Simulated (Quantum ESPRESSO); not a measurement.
# Magnetic state of NiS2 (Vaesite) from several starts, part 2 of 2

Does NiS2 (Vaesite) prefer parallel or opposed moments?

Quantum ESPRESSO 7.5; LDA with U = 6 eV on Ni d (ortho-atomic projectors); plane waves with GBRV 1.5 LDA potentials, no spin-orbit coupling.

So far, absolute magnetization (μB): step 2 (start 1: ferro ++++) 7.78.

## (3) Start 2: antiferro ++−−

File pw.in:

```
&CONTROL
  calculation = 'scf'
  prefix = 'pwscf'
  outdir = './tmp'
  pseudo_dir = './pseudo'
  disk_io = 'nowf'
/
&SYSTEM
  ibrav = 0
  nat = 12
  ntyp = 3
  ecutwfc = 40
  ecutrho = 280
  nbnd = 76
  occupations = 'smearing'
  smearing = 'fd'
  degauss = 0.00367493
  nspin = 2
  starting_magnetization(1) = 0.1111
  starting_magnetization(2) = -0.1111
  starting_magnetization(3) = 0
/
&ELECTRONS
  conv_thr = 2.4d-08
  electron_maxstep = 150
  mixing_beta = 0.3
/
ATOMIC_SPECIES
Ni1    58.6934 ni_lda_v1.4.uspp.F.UPF
Ni2    58.6934 ni_lda_v1.4.uspp.F.UPF
S      32.0600 s_lda_v1.4.uspp.F.UPF
CELL_PARAMETERS angstrom
   5.6873000000    0.0000000000    0.0000000000
   0.0000000000    5.6873000000    0.0000000000
   0.0000000000    0.0000000000    5.6873000000
ATOMIC_POSITIONS crystal
Ni1     0.0000000000    0.0000000000    0.0000000000
Ni1     0.5000000000    0.0000000000    0.5000000000
Ni2     0.5000000000    0.5000000000    0.0000000000
Ni2     0.0000000000    0.5000000000    0.5000000000
S       0.3955000000    0.3955000000    0.3955000000
S       0.1045000000    0.6045000000    0.8955000000
S       0.8955000000    0.1045000000    0.6045000000
S       0.6045000000    0.8955000000    0.1045000000
S       0.6045000000    0.6045000000    0.6045000000
S       0.8955000000    0.3955000000    0.1045000000
S       0.1045000000    0.8955000000    0.3955000000
S       0.3955000000    0.1045000000    0.8955000000
K_POINTS automatic
4 4 4 0 0 0
HUBBARD {ortho-atomic}
U Ni1-3d 6.0000
U Ni2-3d 6.0000
```

The run is started by

```
$ OMP_NUM_THREADS=1 mpirun -n 4 pw.x -nk 4 -in pw.in > pw.out
```

Output:

```text
[banner, memory and clock lines left out]
Program PWSCF v.7.5 starts

     Message from routine setup:
     using ibrav=0 with symmetry is DISCOURAGED, use correct ibrav instead

     bravais-lattice index     =            0
     lattice parameter (alat)  =      10.7474  a.u.
     unit-cell volume          =    1241.4094 (a.u.)^3
     number of atoms/cell      =           12
     number of atomic types    =            3
     number of electrons       =       120.00
     number of Kohn-Sham states=           76
     kinetic-energy cutoff     =      40.0000  Ry
     charge density cutoff     =     280.0000  Ry
     scf convergence threshold =      2.4E-08
     mixing beta               =       0.3000
     number of iterations used =            8  plain     mixing
     Exchange-correlation=  SLA  PZ   NOGX NOGC
                           (   1   1   0   0   0   0   0)
     Hubbard projectors: ortho-atomic
     Hubbard parameters of DFT+U (Dudarev formulation) in eV:
     U(Ni1-3d) =  6.0000
     U(Ni2-3d) =  6.0000

     Internal variables: lda_plus_u =T, lda_plus_u_kind = 0

     Internal variables: orbital_resolved =F, hub_pot_fix =F, apply_U = F

     celldm(1)=  10.747439  celldm(2)=   0.000000  celldm(3)=   0.000000
     celldm(4)=   0.000000  celldm(5)=   0.000000  celldm(6)=   0.000000

     crystal axes: (cart. coord. in units of alat)
               a(1) = (   1.000000   0.000000   0.000000 )
               a(2) = (   0.000000   1.000000   0.000000 )
               a(3) = (   0.000000   0.000000   1.000000 )

     reciprocal axes: (cart. coord. in units 2 pi/alat)
               b(1) = (  1.000000  0.000000  0.000000 )
               b(2) = (  0.000000  1.000000  0.000000 )
               b(3) = (  0.000000  0.000000  1.000000 )

     PseudoPot. # 1 for Ni read from file:
     ni_lda_v1.4.uspp.F.UPF
     Pseudo is Ultrasoft + core correction, Zval = 18.0

     PseudoPot. # 2 for Ni read from file:
     ni_lda_v1.4.uspp.F.UPF
     Pseudo is Ultrasoft + core correction, Zval = 18.0

     PseudoPot. # 3 for S  read from file:
     s_lda_v1.4.uspp.F.UPF
     Pseudo is Ultrasoft + core correction, Zval =  6.0

     atomic species   valence    mass     pseudopotential
     Ni1              18.00    58.69340     Ni( 1.00)
     Ni2              18.00    58.69340     Ni( 1.00)
     S                 6.00    32.06000     S ( 1.00)

     Starting magnetic structure
     atomic species   magnetization
     Ni1             0.111
     Ni2            -0.111
     S               0.000

      4 Sym. Ops., with inversion, found ( 2 have fractional translation)

   Cartesian axes

     site n.     atom                  positions (alat units)
         1        Ni1    tau(   1) = (   0.0000000   0.0000000   0.0000000  )
         2        Ni1    tau(   2) = (   0.5000000   0.0000000   0.5000000  )
         3        Ni2    tau(   3) = (   0.5000000   0.5000000   0.0000000  )
         4        Ni2    tau(   4) = (   0.0000000   0.5000000   0.5000000  )
         5        S      tau(   5) = (   0.3955000   0.3955000   0.3955000  )
         6        S      tau(   6) = (   0.1045000   0.6045000   0.8955000  )
         7        S      tau(   7) = (   0.8955000   0.1045000   0.6045000  )
         8        S      tau(   8) = (   0.6045000   0.8955000   0.1045000  )
         9        S      tau(   9) = (   0.6045000   0.6045000   0.6045000  )
        10        S      tau(  10) = (   0.8955000   0.3955000   0.1045000  )
        11        S      tau(  11) = (   0.1045000   0.8955000   0.3955000  )
        12        S      tau(  12) = (   0.3955000   0.1045000   0.8955000  )

     number of k points=    30  Fermi-Dirac smearing, width (Ry)=  0.0037
                       cart. coord. in units 2pi/alat
        k(    1) = (   0.0000000   0.0000000   0.0000000), wk =   0.0156250
        k(    2) = (   0.0000000   0.0000000   0.2500000), wk =   0.0312500
        k(    3) = (   0.0000000   0.0000000  -0.5000000), wk =   0.0156250
        k(    4) = (   0.0000000   0.2500000   0.2500000), wk =   0.0625000
        k(    5) = (   0.0000000   0.2500000  -0.5000000), wk =   0.0312500
        [... 25 further k-points ...]

     Dense  grid:    98289 G-vectors     FFT dimensions: (  60,  60,  60)

     Smooth grid:    42499 G-vectors     FFT dimensions: (  48,  45,  48)

     Check: negative core charge=   -0.000007
     Generating pointlists ...
     new r_m :   0.1742 (alat units)  1.8718 (a.u.) for type    1
     new r_m :   0.1742 (alat units)  1.8718 (a.u.) for type    2
     new r_m :   0.1493 (alat units)  1.6049 (a.u.) for type    3

     Initial potential from superposition of free atoms

     starting charge     111.9997, renormalised to     120.0000

     STARTING HUBBARD OCCUPATIONS:

     =================== HUBBARD OCCUPATIONS ===================
     ------------------------ ATOM    1 ------------------------
     Tr[ns(  1)] (up, down, total) =   5.00000  3.00000  8.00000
     Atomic magnetic moment for atom   1 =   2.00000
     [... lines left out ...]
     ------------------------ ATOM    2 ------------------------
     Tr[ns(  2)] (up, down, total) =   5.00000  3.00000  8.00000
     Atomic magnetic moment for atom   2 =   2.00000
     [... lines left out ...]
     ------------------------ ATOM    3 ------------------------
     Tr[ns(  3)] (up, down, total) =   3.00000  5.00000  8.00000
     Atomic magnetic moment for atom   3 =  -2.00000
     [... lines left out ...]
     ------------------------ ATOM    4 ------------------------
     Tr[ns(  4)] (up, down, total) =   3.00000  5.00000  8.00000
     Atomic magnetic moment for atom   4 =  -2.00000
     [... lines left out ...]
     Number of occupied Hubbard levels =   32.0000

     Atomic wfc used for Hubbard projectors are orthogonalized

     Starting wfcs are   84 randomized atomic wfcs

     Self-consistent Calculation

     iteration #  1     ecut=    40.00 Ry     beta= 0.30
     Davidson diagonalization with overlap
     ethr =  1.00E-02,  avg # of iterations =  5.7

     =================== HUBBARD OCCUPATIONS ===================
     ------------------------ ATOM    1 ------------------------
     Tr[ns(  1)] (up, down, total) =   1.86441  0.57838  2.44278
     Atomic magnetic moment for atom   1 =   1.28603
     [... lines left out ...]
     ------------------------ ATOM    2 ------------------------
     Tr[ns(  2)] (up, down, total) =   1.86441  0.57838  2.44278
     Atomic magnetic moment for atom   2 =   1.28603
     [... lines left out ...]
     ------------------------ ATOM    3 ------------------------
     Tr[ns(  3)] (up, down, total) =   0.57774  1.86324  2.44098
     Atomic magnetic moment for atom   3 =  -1.28549
     [... lines left out ...]
     ------------------------ ATOM    4 ------------------------
     Tr[ns(  4)] (up, down, total) =   0.57774  1.86324  2.44098
     Atomic magnetic moment for atom   4 =  -1.28549
     [... lines left out ...]
     Number of occupied Hubbard levels =    9.7675

     total energy              =   -1512.12988351 Ry
     estimated scf accuracy    <     151.37214219 Ry

     total magnetization       =     0.01 Bohr mag/cell
     absolute magnetization    =     6.04 Bohr mag/cell

     iteration #  2     ecut=    40.00 Ry     beta= 0.30
     Davidson diagonalization with overlap
     ethr =  1.00E-02,  avg # of iterations =  4.0

     total energy              =   -1562.20928967 Ry
     estimated scf accuracy    <      78.36673533 Ry

     total magnetization       =    -0.00 Bohr mag/cell
     absolute magnetization    =     0.44 Bohr mag/cell

     [... further iterations left out ...]

     iteration # 22     ecut=    40.00 Ry     beta= 0.30
     Davidson diagonalization with overlap
     ethr =  2.14E-10,  avg # of iterations =  2.9

     total energy              =   -1565.09263685 Ry
     estimated scf accuracy    <       0.00000005 Ry

     total magnetization       =    -0.00 Bohr mag/cell
     absolute magnetization    =     6.56 Bohr mag/cell

     iteration # 23     ecut=    40.00 Ry     beta= 0.30
     Davidson diagonalization with overlap
     ethr =  4.11E-11,  avg # of iterations =  4.7

     Magnetic moment per site  (integrated on atomic sphere of radius R)
     atom   1 (R=0.174)  charge= 16.3871  magn=  1.3723
     atom   2 (R=0.174)  charge= 16.3871  magn=  1.3723
     atom   3 (R=0.174)  charge= 16.3871  magn= -1.3723
     atom   4 (R=0.174)  charge= 16.3871  magn= -1.3723
     atom   5 (R=0.149)  charge=  3.0689  magn= -0.0439
     atom   6 (R=0.149)  charge=  3.0689  magn= -0.0439
     atom   7 (R=0.149)  charge=  3.0689  magn=  0.0439
     atom   8 (R=0.149)  charge=  3.0689  magn=  0.0439
     atom   9 (R=0.149)  charge=  3.0689  magn= -0.0439
     atom  10 (R=0.149)  charge=  3.0689  magn= -0.0439
     atom  11 (R=0.149)  charge=  3.0689  magn=  0.0439
     atom  12 (R=0.149)  charge=  3.0689  magn=  0.0439

     End of self-consistent calculation

     =================== HUBBARD OCCUPATIONS ===================
     ------------------------ ATOM    1 ------------------------
     Tr[ns(  1)] (up, down, total) =   4.92398  3.57169  8.49567
     Atomic magnetic moment for atom   1 =   1.35229
     [... lines left out ...]
     ------------------------ ATOM    2 ------------------------
     Tr[ns(  2)] (up, down, total) =   4.92398  3.57169  8.49567
     Atomic magnetic moment for atom   2 =   1.35229
     [... lines left out ...]
     ------------------------ ATOM    3 ------------------------
     Tr[ns(  3)] (up, down, total) =   3.57168  4.92398  8.49566
     Atomic magnetic moment for atom   3 =  -1.35230
     [... lines left out ...]
     ------------------------ ATOM    4 ------------------------
     Tr[ns(  4)] (up, down, total) =   3.57168  4.92398  8.49566
     Atomic magnetic moment for atom   4 =  -1.35230
     [... lines left out ...]
     Number of occupied Hubbard levels =   33.9827

     [... lines left out ...]
     the Fermi energy is    10.8369 ev

!    total energy              =   -1565.09263690 Ry
     estimated scf accuracy    <       0.00000002 Ry
     smearing contrib. (-TS)   =      -0.00040840 Ry
     internal energy E=F+TS    =   -1565.09222850 Ry

     The total energy is F=E-TS. E is the sum of the following terms:
     one-electron contribution =   -1140.72910154 Ry
     hartree contribution      =     626.03996545 Ry
     xc contribution           =    -207.89073314 Ry
     ewald contribution        =    -843.03265995 Ry
     Hubbard energy            =       0.52030068 Ry

     total magnetization       =    -0.00 Bohr mag/cell
     absolute magnetization    =     6.56 Bohr mag/cell

     convergence has been achieved in  23 iterations
```

It took 5.1 min on 4 MPI ranks of Intel Xeon Platinum 8488C (Sapphire Rapids), shared host; peak memory 1.3 GiB; 20 min of CPU time.

Spin moment in the atom's sphere by atom:

```
atom  spin moment in the atom's sphere (μB)
 Ni1                                   1.37
 Ni2                                   1.37
 Ni3                                  -1.37
 Ni4                                  -1.37
  S5                                  -0.04
  S6                                  -0.04
  S7                                   0.04
  S8                                   0.04
  S9                                  -0.04
 S10                                  -0.04
 S11                                   0.04
 S12                                   0.04
```

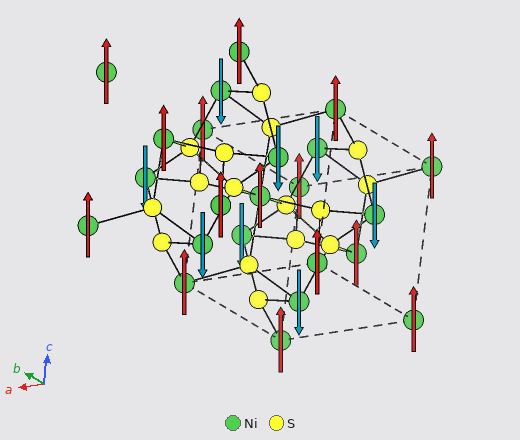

Spin moment in the atom's sphere as arrows, the longest 1.37 μB. Up and down stand for the sign. Arrows give size and sign along the axis of quantisation, drawn up and down the page. The two directions have two colours. Bonds to atoms that aren't drawn are left out. 1×2×1 cells are drawn. Some periodic images of atoms are drawn too.

Numbers from this step:

```yaml
smearing_term_ts: 0.005557 eV
magnetization: 0 μB
absolute_magnetization: 6.56 μB
final_state: antiferromagnetic
```

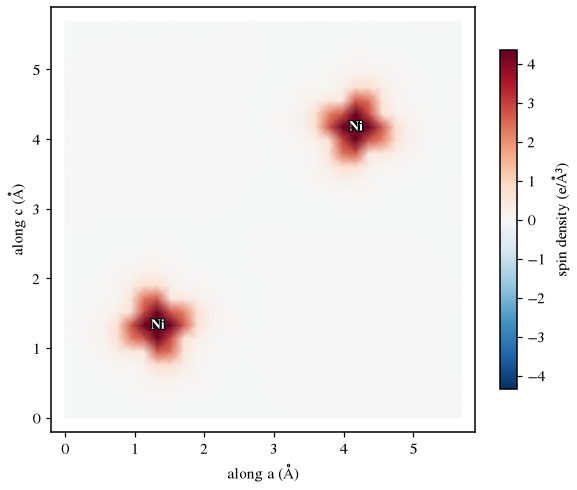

Spin density in the ac plane at fractional y = 0.000, with atoms of Ni within 0.2 Å of it. The map starts off the cell's origin, so that atoms lie inside it.

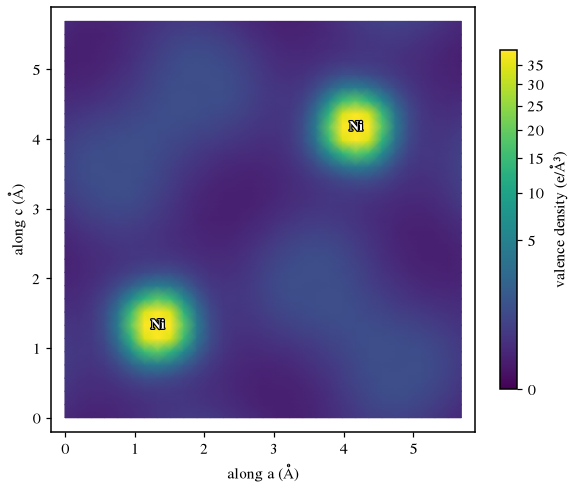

Valence density in the ac plane at fractional y = 0.000, with atoms of Ni within 0.2 Å of it. It is the smooth field of the valence electrons, not physical close to the nuclei. The map starts off the cell's origin, so that atoms lie inside it. The colour scale is stretched toward low values.

## (4) Run 3, typed as ferri +++−

Edit pw.in of step 3 so:

```diff
@@ -13,3 +13,3 @@
   ecutrho = 280
-  nbnd = 76
+  nbnd = 78
   occupations = 'smearing'
@@ -38,3 +38,3 @@
 Ni1     0.5000000000    0.0000000000    0.5000000000
-Ni2     0.5000000000    0.5000000000    0.0000000000
+Ni1     0.5000000000    0.5000000000    0.0000000000
 Ni2     0.0000000000    0.5000000000    0.5000000000
```

Output:

```text
     [... lines left out ...]
Program PWSCF v.7.5 starts
     [... lines left out ...]
     number of atoms/cell      =           12
     [... lines left out ...]
     number of electrons       =       120.00
     number of Kohn-Sham states=           78
     kinetic-energy cutoff     =      40.0000  Ry
     charge density cutoff     =     280.0000  Ry
     scf convergence threshold =      2.4E-08
     [... lines left out ...]
      6 Sym. Ops., with inversion, found ( 4 have fractional translation)
     [... lines left out ...]
     number of k points=    14  Fermi-Dirac smearing, width (Ry)=  0.0037
     [... lines left out ...]
     iteration # 26     ecut=    40.00 Ry     beta= 0.30
     [... lines left out ...]
     Magnetic moment per site  (integrated on atomic sphere of radius R)
     atom   1 (R=0.174)  charge= 16.3807  magn=  1.4049
     atom   2 (R=0.174)  charge= 16.3807  magn=  1.4049
     atom   3 (R=0.174)  charge= 16.3807  magn=  1.4049
     atom   4 (R=0.174)  charge= 16.3911  magn= -1.3379
     atom   5 (R=0.149)  charge=  3.0683  magn=  0.0549
     atom   6 (R=0.149)  charge=  3.0683  magn=  0.0549
     atom   7 (R=0.149)  charge=  3.0683  magn=  0.0549
     atom   8 (R=0.149)  charge=  3.0737  magn=  0.1288
     atom   9 (R=0.149)  charge=  3.0683  magn=  0.0549
     atom  10 (R=0.149)  charge=  3.0683  magn=  0.0549
     atom  11 (R=0.149)  charge=  3.0683  magn=  0.0549
     atom  12 (R=0.149)  charge=  3.0737  magn=  0.1288
     [... lines left out ...]
     Tr[ns(  1)] (up, down, total) =   4.93060  3.55222  8.48282
     [... lines left out ...]
     Tr[ns(  2)] (up, down, total) =   4.93060  3.55222  8.48282
     [... lines left out ...]
     Tr[ns(  3)] (up, down, total) =   4.93060  3.55222  8.48282
     [... lines left out ...]
     Tr[ns(  4)] (up, down, total) =   3.58959  4.91577  8.50536
     [... lines left out ...]
     the Fermi energy is    10.7618 ev
!    total energy              =   -1565.08670738 Ry
     estimated scf accuracy    <       0.00000002 Ry
     smearing contrib. (-TS)   =      -0.00076265 Ry
     [... lines left out ...]
     total magnetization       =     3.92 Bohr mag/cell
     absolute magnetization    =     6.89 Bohr mag/cell
     convergence has been achieved in  26 iterations
```

It took 2.8 min on 4 MPI ranks; peak memory 1.1 GiB; 11 min of CPU time.

Spin moment in the atom's sphere by atom:

```
atom  spin moment in the atom's sphere (μB)
 Ni1                                   1.40
 Ni2                                   1.40
 Ni3                                   1.40
 Ni4                                  -1.34
  S5                                   0.05
  S6                                   0.05
  S7                                   0.05
  S8                                   0.13
  S9                                   0.05
 S10                                   0.05
 S11                                   0.05
 S12                                   0.13
```

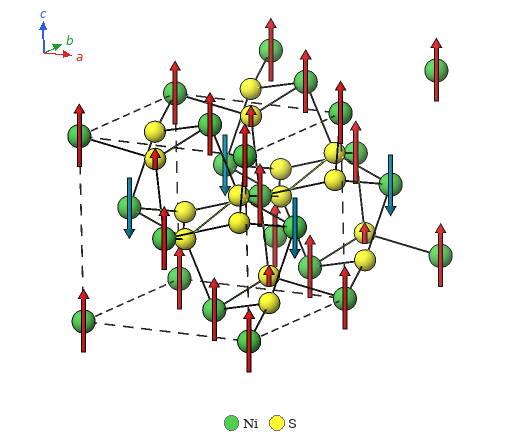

Spin moment in the atom's sphere as arrows, the longest 1.40 μB. Up and down stand for the sign. Arrows give size and sign along the axis of quantisation, drawn up and down the page. Each arrow also spans its atom, so small moments look longer than they are. The two directions have two colours. Bonds to atoms that aren't drawn are left out. 1×2×1 cells are drawn. Some periodic images of atoms are drawn too.

Numbers from this step:

```
smearing term TS       : 0.01038 eV
magnetization          : 3.919 μB
absolute magnetization : 6.891 μB
final state            : ferrimagnetic
```

## (5) The states side by side

An order is kept where moments of 0.15 μB or more survive with the typed signs; meshes match where a doubled cell samples the same k points as the first cell.

Ferrimagnetic means that a moment over 0.15 μB on a transition or rare-earth metal, induced ones included, opposes the net moment. Orders:

```
         start        final state  typed order kept  energy over the lowest (meV a seeded atom)  largest site moment (μB)  net moment (μB a cell of the first run)  mesh matched  CPU time (s)
    ferro ++++      ferromagnetic               yes                                       77.78                     1.439                                    7.737           yes         503.9
antiferro ++--  antiferromagnetic               yes                                           0                     1.372                                        0           yes          1213
    ferri +++-      ferrimagnetic               yes                                       20.17                     1.405                                    3.919           yes         665.1
```

## (6) Occupations of the corrected shells in the lowest state

Occupations of the Hubbard shells:

```
block  type  shell  spin  electrons             occupation numbers
    1   Ni1     3d    up      4.924  0.981 0.982 0.985 0.987 0.989
    1   Ni1     3d  down      3.572  0.314 0.336 0.970 0.972 0.979
    2   Ni1     3d    up      4.924  0.981 0.982 0.985 0.987 0.989
    2   Ni1     3d  down      3.572  0.314 0.336 0.970 0.972 0.979
    3   Ni2     3d    up      3.572  0.314 0.336 0.970 0.972 0.979
    3   Ni2     3d  down      4.924  0.981 0.982 0.985 0.987 0.989
    4   Ni2     3d    up      3.572  0.314 0.336 0.970 0.972 0.979
    4   Ni2     3d  down      4.924  0.981 0.982 0.985 0.987 0.989
```

## (7) Results

```json
{"lowest state found": "antiferromagnetic (from antiferro ++--)", "largest site moment": "1.37 μB", "next state with moments": "ferrimagnetic, 20.2 meV a seeded atom higher"}
```

In words: This is the lowest of 3 collinear or spinless starts, no proof of the ground state.

[Logs and program files are shortened in this print: banners, set-up blocks, solver, clock and traceback lines can be left out without a mark of their own.]

[Logs are printed without paths, hosts, clocks, repeated set-up lines and the standing remarks that a program may print on its own settings, such as how far it seeks lower states.]

[Hosts, paths, dates, database ids (printed as entryN), source tags and the programs' standing remarks are cut or masked in the printed files.]

[Where a cell is said to come from a database of computed structures, the database is the Materials Project.]
